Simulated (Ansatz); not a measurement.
Nudged elastic band of CH₅AsOSi (part 2 of 2)

Continued. System: CH₅AsOSi, SMILES O=C([SiH3])[AsH2]. Method: RKS B3LYP/def2-SVP (Ansatz 0.2.0). One setting was made poor on purpose. It belongs to a series of runs on one base structure; here: band between the two ends.

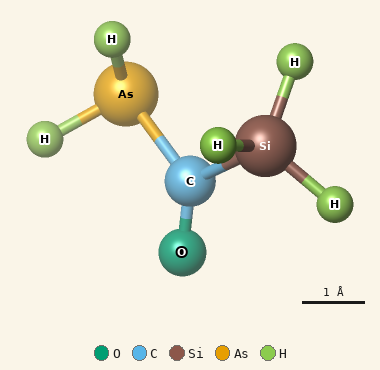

Fig. 1: The input geometry (ball-and-stick view, seen at a tilt).

The last band as extended XYZ, continued:
```
9
Properties=species:S:1:pos:R:3:forces:R:3 image=2 energy=-71872.68203
O     1.4913   -1.3606    0.0960   -0.0189   0.0137   0.0003
C     0.4922   -0.7069   -0.0626    0.0018   0.0062   0.0002
Si    0.6337    1.2153   -0.3783    0.0024   0.0053  -0.0038
As   -1.3372   -1.6402   -0.0787   -0.0055  -0.0008  -0.0007
H    -0.7199    1.8126   -0.5515    0.0117   0.0215  -0.0180
H     1.3112    1.8075    0.8084   -0.0014   0.0013  -0.0020
H     1.4556    1.4361   -1.6006    0.0153  -0.0085   0.0047
H    -1.1409   -2.1992    1.3281    0.0098  -0.0220  -0.0040
H    -2.0974   -0.4110    0.4222   -0.0152  -0.0166   0.0232
9
Properties=species:S:1:pos:R:3:forces:R:3 image=3 energy=-71872.66883
O     1.5176   -1.3378    0.2170   -0.0176   0.0154   0.0031
C     0.5173   -0.7055   -0.0067   -0.0012   0.0076   0.0020
Si    0.6358    1.2171   -0.3330    0.0031   0.0071  -0.0030
As   -1.2796   -1.6985   -0.1372   -0.0036  -0.0027  -0.0008
H    -0.7178    1.8358   -0.2824    0.0128   0.0278  -0.0127
H     1.5229    1.8070    0.7064    0.0057  -0.0023  -0.0029
H     1.2293    1.4124   -1.6865    0.0130  -0.0068   0.0018
H    -1.2127   -2.1152    1.3306    0.0078  -0.0241  -0.0043
H    -2.1242   -0.4615    0.1747   -0.0200  -0.0220   0.0168
9
Properties=species:S:1:pos:R:3:forces:R:3 image=4 energy=-71872.66327
O     1.5398   -1.3285    0.3378    0.0010   0.0056   0.0122
C     0.5495   -0.7095    0.0473   -0.0168   0.0162   0.0003
Si    0.6355    1.2127   -0.2861    0.0032   0.0067  -0.0011
As   -1.2189   -1.7430   -0.1898    0.0003  -0.0051  -0.0019
H    -0.6886    1.8370   -0.0145    0.0132   0.0282  -0.0008
H     1.6918    1.8061    0.5775    0.0137  -0.0043  -0.0072
H     0.9813    1.3925   -1.7263    0.0032  -0.0033  -0.0012
H    -1.2958   -2.0132    1.3127    0.0017  -0.0218  -0.0052
H    -2.1060   -0.5004   -0.0756   -0.0193  -0.0224   0.0048
9
Properties=species:S:1:pos:R:3:forces:R:3 image=5 energy=-71872.67521
O     1.5190   -1.2893    0.5297   -0.0147   0.0111   0.0063
C     0.5591   -0.6883    0.1230    0.0086   0.0018   0.0081
Si    0.6431    1.2169   -0.2904    0.0026   0.0034   0.0014
As   -1.1762   -1.7435   -0.2393    0.0014  -0.0001  -0.0038
H    -0.5979    1.8846    0.1923    0.0104   0.0149   0.0064
H     1.8517    1.8075    0.3449    0.0094  -0.0006  -0.0115
H     0.7161    1.3409   -1.7761   -0.0069  -0.0049   0.0013
H    -1.3349   -2.0565    1.2478   -0.0025  -0.0132  -0.0063
H    -2.0915   -0.5186   -0.1489   -0.0083  -0.0124  -0.0020
9
Properties=species:S:1:pos:R:3:forces:R:3 image=6 energy=-71872.68902
O     1.4758   -1.2284    0.7278   -0.0078   0.0032   0.0061
C     0.5580   -0.6625    0.1942    0.0094   0.0029   0.0068
Si    0.6513    1.2194   -0.3099    0.0015  -0.0003   0.0025
As   -1.1311   -1.7468   -0.2789    0.0016   0.0029  -0.0049
H    -0.4576    1.9470    0.3703    0.0072   0.0042   0.0072
H     1.9738    1.7754    0.0839    0.0021   0.0026  -0.0122
H     0.4537    1.3072   -1.7866   -0.0104  -0.0073   0.0041
H    -1.3586   -2.1140    1.1860   -0.0046  -0.0057  -0.0052
H    -2.0768   -0.5437   -0.2039    0.0010  -0.0025  -0.0045
9
Properties=species:S:1:pos:R:3:forces:R:3 image=7 energy=-71872.69844
O     1.4123   -1.1414    0.9186    0.0016  -0.0033   0.0076
C     0.5436   -0.6315    0.2608    0.0023   0.0053   0.0004
Si    0.6564    1.2225   -0.3338    0.0005  -0.0009   0.0015
As   -1.0808   -1.7614   -0.3099    0.0010   0.0025  -0.0033
H    -0.2722    2.0229    0.5149    0.0036  -0.0006   0.0033
H     2.0544    1.7096   -0.1854   -0.0021   0.0028  -0.0077
H     0.2078    1.3002   -1.7545   -0.0067  -0.0065   0.0044
H    -1.3698   -2.1800    1.1294   -0.0039  -0.0014  -0.0030
H    -2.0633   -0.5872   -0.2571    0.0039   0.0022  -0.0032
9
Properties=species:S:1:pos:R:3:forces:R:3 image=8 energy=-71872.70130
O     1.3305   -1.0352    1.0939   -0.0083   0.0042  -0.0076
C     0.5151   -0.5942    0.3260    0.0111  -0.0029   0.0079
Si    0.6563    1.2297   -0.3515   -0.0016   0.0033   0.0000
As   -1.0219   -1.7859   -0.3371   -0.0047  -0.0020   0.0015
H    -0.0536    2.1095    0.6207    0.0015  -0.0010  -0.0018
H     2.0908    1.6142   -0.4446   -0.0006  -0.0001   0.0002
H    -0.0098    1.3219   -1.6824    0.0011  -0.0010   0.0022
H    -1.3684   -2.2547    1.0736    0.0005   0.0014  -0.0030
H    -2.0505   -0.6516   -0.3159    0.0011  -0.0019   0.0005
```

The run was set up as follows.

The input:
```yaml
crystal:
  periodic: [false, false, false]
  atoms:
    - { symbol: O, position_ang: [1.404259, -1.438277, -0.187334] }
    - { symbol: C, position_ang: [0.443772, -0.712927, -0.178418] }
    - { symbol: Si, position_ang: [0.629042, 1.210605, -0.441535] }
    - { symbol: As, position_ang: [-1.436679, -1.508898, 0.06103] }
    - { symbol: H, position_ang: [-0.618281, 1.750094, -1.054889] }
    - { symbol: H, position_ang: [0.821104, 1.818355, 0.906262] }
    - { symbol: H, position_ang: [1.809806, 1.483278, -1.304926] }
    - { symbol: H, position_ang: [-1.018069, -2.317264, 1.286061] }
    - { symbol: H, position_ang: [-1.946454, -0.331267, 0.89675] }
basis:
  gaussian: { orbitals: def2-SVP }
hamiltonian:
  xc: b3lyp
neb:
  order_check: false
  images: 7
  f_tol: 0.03
  max_iterations: 60
  max_displacement: 0.02
  optimiser: lbfgs
  final_atoms:
    - { symbol: O, position_ang: [1.33046574, -1.03517312, 1.09394046] }
    - { symbol: C, position_ang: [0.51514612, -0.59416468, 0.32602516] }
    - { symbol: Si, position_ang: [0.65632698, 1.2297258, -0.351451] }
    - { symbol: As, position_ang: [-1.02191513, -1.78594425, -0.33705072] }
    - { symbol: H, position_ang: [-0.05355993, 2.10947708, 0.62072367] }
    - { symbol: H, position_ang: [2.09078545, 1.61416059, -0.44456463] }
    - { symbol: H, position_ang: [-0.00984347, 1.32192709, -1.68238914] }
    - { symbol: H, position_ang: [-1.36842177, -2.25471225, 1.07363515] }
    - { symbol: H, position_ang: [-2.05048399, -0.65159727, -0.31586795] }
  initial_path:
    images:
      - { positions_ang: [[1.404259, -1.438277, -0.187334], [0.443772, -0.712927, -0.178418], [0.629042, 1.210605, -0.441535], [-1.436679, -1.508898, 0.06103], [-0.618281, 1.750094, -1.054889], [0.821104, 1.818355, 0.906262], [1.809806, 1.483278, -1.304926], [-1.018069, -2.317264, 1.286061], [-1.946454, -0.331267, 0.89675]] }
      - { positions_ang: [[1.44321307, -1.41348894, -0.046334], [0.46050529, -0.71034912, -0.1309429], [0.61293047, 1.18784844, -0.39893983], [-1.35087002, -1.54279288, -0.00471986], [-0.64441755, 1.74089423, -0.78776797], [1.02253168, 1.79469701, 0.82212324], [1.59316586, 1.45598015, -1.40913488], [-1.07431149, -2.22173676, 1.29147735], [-1.97424729, -0.33735313, 0.64723986]] }
      - { positions_ang: [[1.48216714, -1.38870088, 0.09466599], [0.47723857, -0.70777125, -0.08346779], [0.59681894, 1.16509188, -0.35634466], [-1.26506104, -1.57668776, -0.07046973], [-0.67055411, 1.73169446, -0.52064695], [1.22395936, 1.77103903, 0.73798447], [1.37652571, 1.42868231, -1.51334375], [-1.13055399, -2.12620952, 1.2968937], [-2.00204059, -0.34343926, 0.39772972]] }
      - { positions_ang: [[1.52112121, -1.36391282, 0.23566599], [0.49397186, -0.70519337, -0.03599269], [0.58070742, 1.14233532, -0.3137495], [-1.17925207, -1.61058264, -0.13621959], [-0.69669066, 1.72249468, -0.25352592], [1.42538703, 1.74738104, 0.65384571], [1.15988557, 1.40138446, -1.61755263], [-1.18679648, -2.03068228, 1.30231005], [-2.02983388, -0.3495254, 0.14821958]] }
      - { positions_ang: [[1.56007528, -1.33912476, 0.37666598], [0.51070514, -0.7026155, 0.01148241], [0.56459589, 1.11957876, -0.27115433], [-1.09344309, -1.64447752, -0.20196946], [-0.72282721, 1.71329491, 0.01359511], [1.62681471, 1.72372305, 0.56970695], [0.94324543, 1.37408661, -1.72176151], [-1.24303897, -1.93515504, 1.3077264], [-2.05762717, -0.35561153, -0.10129055]] }
      - { positions_ang: [[1.5026729, -1.26313685, 0.5559846], [0.51181539, -0.67550279, 0.0901181], [0.58752866, 1.14711552, -0.2912285], [-1.0755611, -1.6798442, -0.23573977], [-0.55551039, 1.81234045, 0.16537725], [1.7428074, 1.69633243, 0.31613905], [0.7049732, 1.36104673, -1.71191841], [-1.27438467, -2.01504434, 1.24920359], [-2.05584138, -0.42960796, -0.1549349]] }
      - { positions_ang: [[1.44527051, -1.18714894, 0.73530322], [0.51292563, -0.64839009, 0.16875378], [0.61046143, 1.17465228, -0.31130267], [-1.05767911, -1.71521088, -0.26951009], [-0.38819357, 1.911386, 0.31715939], [1.85880008, 1.66894182, 0.06257116], [0.46670098, 1.34800685, -1.70207532], [-1.30573037, -2.09493365, 1.19068077], [-2.05405558, -0.5036044, -0.20857925]] }
      - { positions_ang: [[1.38786812, -1.11116103, 0.91462184], [0.51403588, -0.62127738, 0.24738947], [0.6333942, 1.20218904, -0.33137684], [-1.03979712, -1.75057756, -0.30328041], [-0.22087675, 2.01043154, 0.46894153], [1.97479277, 1.6415512, -0.19099673], [0.22842875, 1.33496697, -1.69223223], [-1.33707607, -2.17482295, 1.13215796], [-2.05226979, -0.57760083, -0.2622236]] }
      - { positions_ang: [[1.33046574, -1.03517312, 1.09394046], [0.51514612, -0.59416468, 0.32602516], [0.65632698, 1.2297258, -0.351451], [-1.02191513, -1.78594425, -0.33705072], [-0.05355993, 2.10947708, 0.62072367], [2.09078545, 1.61416059, -0.44456463], [-0.00984347, 1.32192709, -1.68238914], [-1.36842177, -2.25471225, 1.07363515], [-2.05048399, -0.65159727, -0.31586795]] }
```

Run as:
```bash
ansatz run input.yaml --threads 2 --pin off --max-ram 3072MiB --backend cpu --events-out ev --progress --plain --runs-dir out
```

Summary:

```json
{"quantity": "outcome", "value": "converged"}
{"quantity": "barrier, forward", "value": "0.038 eV"}
{"quantity": "barrier, backward", "value": "0.038 eV"}
{"quantity": "hardware", "value": "2 threads of Arm Neoverse V1, 24 GiB of memory available, shared host"}
{"quantity": "wall time", "value": "15 min (CPU time 29 min)"}
{"quantity": "peak memory", "value": "0.23 GiB"}
```

Remarks:

A deliberately poor setting: step length. The order of the saddle point was not checked.
